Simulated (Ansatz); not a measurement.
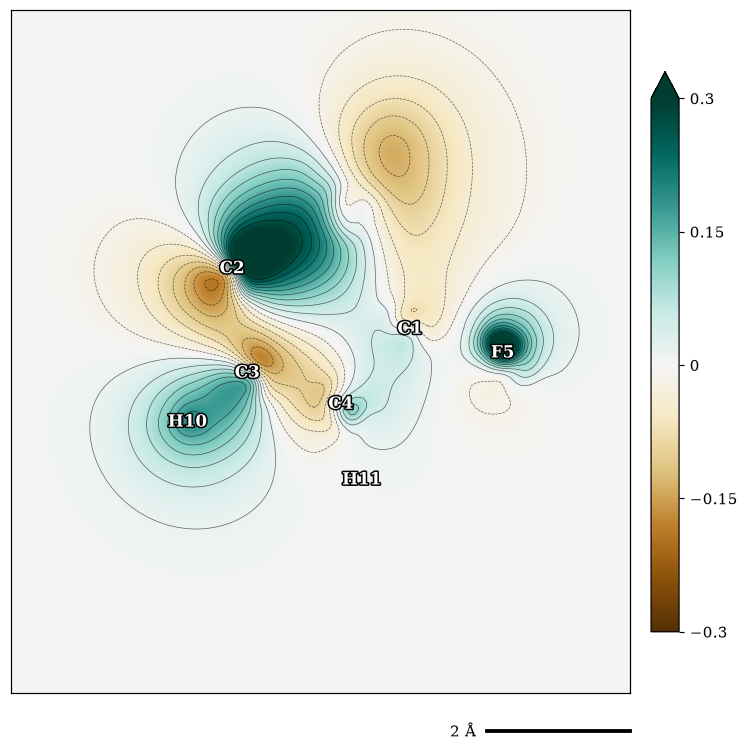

*C$_{4}$H$_{5}$FSi (SMILES FC1=[SiH]CC=C1). The HOMO−1 on the plane of atoms C1, C4 and C3 (values in Å⁻³ᐟ²; the overall sign is arbitrary).*

Geometry: r2SCAN-D4/def2-SVP.

Level of theory: isolated molecule in a Gaussian basis; Kohn-Sham density functional theory, functional PBE0 (Ansatz).

```xyz
11

C    -2.0099    0.4042   -0.2813
C     0.3236    1.2435    0.5747
C    -0.6544    2.2711    0.1728
C    -1.8568    1.8193   -0.3216
F    -3.1100   -0.1260   -0.8168
Si   -0.7228   -0.3783    0.7442
H    -0.1604   -1.5946    0.0697
H     0.9353    0.9331   -0.2985
H     1.0160    1.5590    1.3680
H    -0.4747    3.3341    0.3671
H    -2.6485    2.4773   -0.6968
```

**What is the character of this orbital?**

Its weight (Hirshfeld) is mainly on C4 (about 30 %), C2 (about 15 %), C1 (about 15 %), C3 (about 10 %), Si6 (about 10 %) and F5 (about 5 %). Its energy is −8.27 eV.
